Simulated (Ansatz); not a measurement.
# ClH₂InO₂···H₂: what the fields show

```xyz
8

In   -0.0322   -0.3962   -0.1286
Cl    0.0661   -0.5109    2.2819
O     1.6451   -0.4163   -1.1366
H     2.4593   -0.4876   -0.6628
O    -1.7889   -0.3371   -0.9893
H    -2.5616   -0.3600   -0.4461
H     0.0847    2.3981    0.8718
H     0.0880    1.9131    1.3945
```

Core potentials replace the inner electrons of In; not at a stationary point (largest force 1.6 eV/Å).

All numbers below come from Ansatz 0.2.0, RHF/def2-SVP.

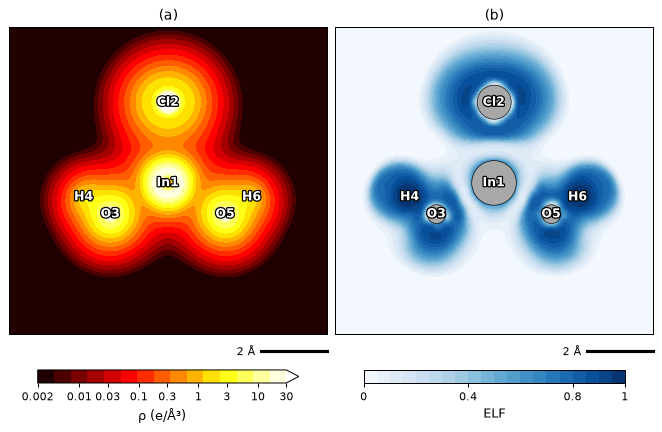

Figure 1. (a) electron density; (b) ELF on the plane of atoms In1, O3 and H4. Grey discs cover the atomic cores in the ELF map.

### Describe what can be read from this map.

The section cuts through In, Cl, O and H sites. In–O (1.96 Å): the density is about 0.76 e/Å³ at the midpoint; the ELF peaks at about 0.85 in the valence shell of O, 0.6 Å from its nucleus, and drops to about 0.10 between the two atoms. In–Cl (2.42 Å): ρ is about 0.45 e/Å³ halfway; the ELF peaks at about 0.85 in the valence shell of Cl, 0.9 Å from its nucleus, and drops to about 0.15 between the two atoms. O–H (0.94 Å): the density is about 3.8 e/Å³ at the midpoint; the ELF climbs to about 1 towards the hydrogen, as it does in any bond to H (an ordinary covalent bond to hydrogen). The ELF also peaks beside O3, O5 and Cl2, away from the bonds: lone-pair regions.

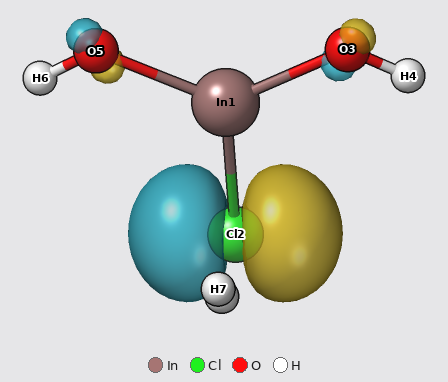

Figure 2. The HOMO at ±0.2 Å⁻³ᐟ² (yellow and cyan are the two phases), seen across its widest extent.

### Describe this orbital and give its energy.

It lies mainly on Cl2 (about 85 %); largely a lone pair of Cl2. Its energy is −12.12 eV.
